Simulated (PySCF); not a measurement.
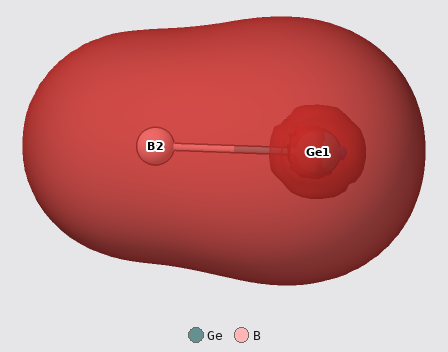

The picture shows: GeB (quartet). Isosurfaces of the spin density at +0.03 (red) and −0.03 e/Å³ (blue), seen from one side.

All numbers below come from PBE0/def2-TZVPPD, non-relativistic Hamiltonian with scalar-relativistic core potentials where named, at a bond length of 1.983 Å in PySCF.

```xyz
2

Ge    0.0000    0.0000   -0.2571
B     0.0000    0.0000    1.7259
```

**Describe the spin distribution.**

The unpaired spin (3 electrons) lies mostly on B2 (about 1.6) and Ge1 (about 1.4), in electrons by Hirshfeld's partition.
